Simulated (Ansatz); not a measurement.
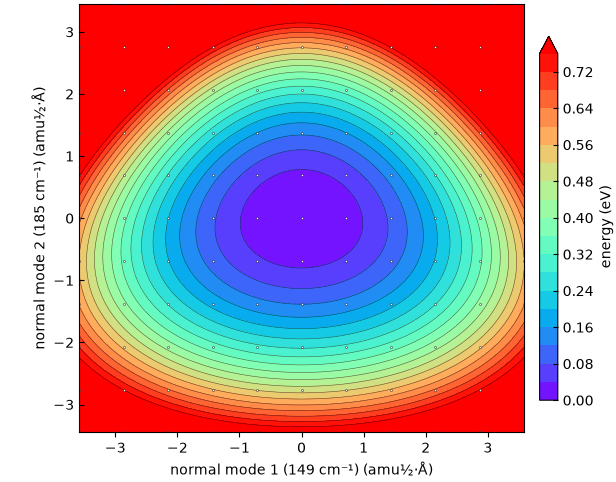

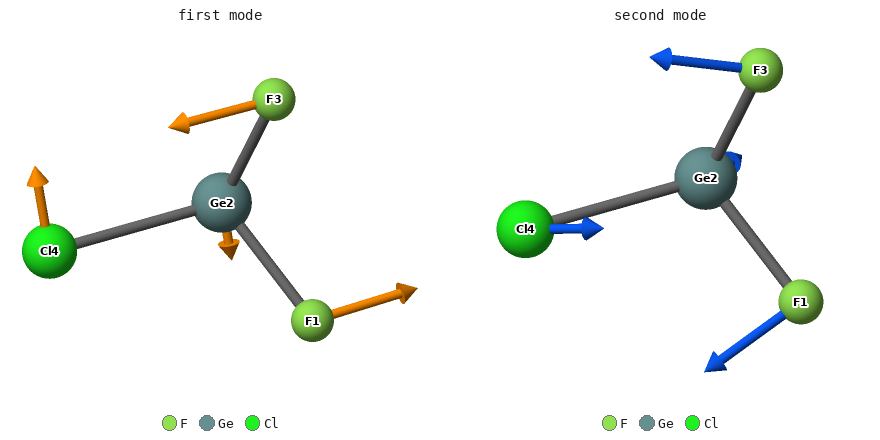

Energy landscape of ClF2Ge, SMILES [F][Ge]([F])[Cl], spin multiplicity 2. First axis: normal mode 1 (149 cm⁻¹). Second axis: normal mode 2 (185 cm⁻¹). Nothing is relaxed (straight displacements along the two mass-weighted modes). The grid has 11 × 11 points; 66 points were computed and 55 follow by symmetry. All energies are given in eV relative to the lowest grid point. Theory: UKS PBE-D4/def2-SVP (Ansatz 0.2.0).

The picture shows filled contours, dots at the grid points, one colour for all values above the top of the scale. Between grid points the surface is interpolated. The second picture is the structure at the lowest point

### Where are the wells?

The lowest grid point is at normal mode 1 (149 cm⁻¹) = 0.00 amu½·Å, normal mode 2 (185 cm⁻¹) = 0.00 amu½·Å. It is the only kind of minimum in the scanned range. The highest grid point, normal mode 1 (149 cm⁻¹) = −3.58 amu½·Å, normal mode 2 (185 cm⁻¹) = 3.45 amu½·Å, lies 1.89 eV above the lowest.

Grid values (eV):

```csv
"normal mode 2 (185 cm⁻¹) ↓, normal mode 1 (149 cm⁻¹) →",−3.58,−2.87,−2.15,−1.43,−0.72,0.00,0.72,1.43,2.15,2.87,3.58
3.45,1.89,1.65,1.40,1.15,0.99,0.93,0.99,1.15,1.40,1.65,1.89
2.76,1.66,1.33,1.01,0.76,0.62,0.57,0.62,0.76,1.01,1.33,1.66
2.07,1.34,0.97,0.68,0.47,0.34,0.30,0.34,0.47,0.68,0.97,1.34
1.38,1.02,0.68,0.43,0.26,0.16,0.13,0.16,0.26,0.43,0.68,1.02
0.69,0.77,0.48,0.28,0.14,0.06,0.03,0.06,0.14,0.28,0.48,0.77
0.00,0.61,0.37,0.20,0.09,0.02,0.00,0.02,0.09,0.20,0.37,0.61
−0.69,0.56,0.35,0.20,0.10,0.05,0.03,0.05,0.10,0.20,0.35,0.56
−1.38,0.60,0.41,0.28,0.19,0.14,0.12,0.14,0.19,0.28,0.41,0.60
−2.07,0.72,0.55,0.42,0.34,0.29,0.27,0.29,0.34,0.42,0.55,0.72
−2.76,0.91,0.76,0.64,0.56,0.51,0.50,0.51,0.56,0.64,0.76,0.91
−3.45,1.17,1.03,0.93,0.86,0.82,0.80,0.82,0.86,0.93,1.03,1.17
```

Time for the 66 points that were run: 15 min on 1 thread of Intel(R) Xeon(R) Processor @ 2.50GHz (Skylake/Cascade Lake) (shared host).
